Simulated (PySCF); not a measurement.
System: C$_{6}$H$_{10}$.

```yaml
atoms:
  - { symbol: C, position_ang: [0.7931, 2.0982, 0.5043] }
  - { symbol: C, position_ang: [0.4474, 0.9893, 0.2099] }
  - { symbol: C, position_ang: [-0.0841, -0.3259, -0.0886] }
  - { symbol: C, position_ang: [0.9814, -1.3886, 0.0893] }
  - { symbol: C, position_ang: [-1.1877, -0.6408, 0.9453] }
  - { symbol: C, position_ang: [-2.5175, -0.1576, 0.3704] }
  - { symbol: H, position_ang: [1.3077, 2.9525, 0.7739] }
  - { symbol: H, position_ang: [-0.4421, -0.3065, -1.1780] }
  - { symbol: H, position_ang: [1.8291, -1.0669, -0.4465] }
  - { symbol: H, position_ang: [0.6532, -2.3450, -0.2881] }
  - { symbol: H, position_ang: [1.1940, -1.5810, 1.1363] }
  - { symbol: H, position_ang: [-1.3345, -1.7001, 1.1745] }
  - { symbol: H, position_ang: [-1.0221, -0.1209, 1.9611] }
  - { symbol: H, position_ang: [-2.4342, 0.8644, 0.0933] }
  - { symbol: H, position_ang: [-2.8125, -0.7635, -0.4403] }
  - { symbol: H, position_ang: [-3.2734, -0.2564, 1.1297] }
```

Geometry: GFN2-xTB, MD frame at 250 fs, 300 K.

The calculation used PBE0/pcSseg-1, SCF density, gas phase, non-relativistic (PySCF 2.14.0).

Predict the electron density and electron localisation function between the atoms.

C–C (1.20 Å): ρ at the midpoint is about 2.8 e/Å³; the ELF peaks at about 0.85 between the atoms; a multiple bond.
C–H (1.03 Å): ρ at the midpoint is about 2.2 e/Å³; the ELF climbs to about 1 towards the hydrogen, as it does in any bond to H (an ordinary covalent bond to hydrogen).

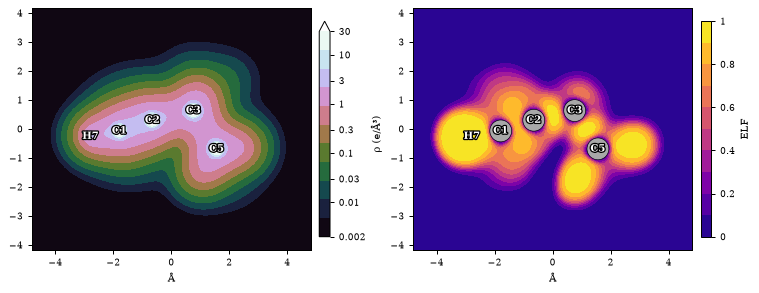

Computed electron density and electron localisation function on the plane of atoms C2, C3 and C5, in this order. Grey discs cover the atomic cores in the ELF map. 
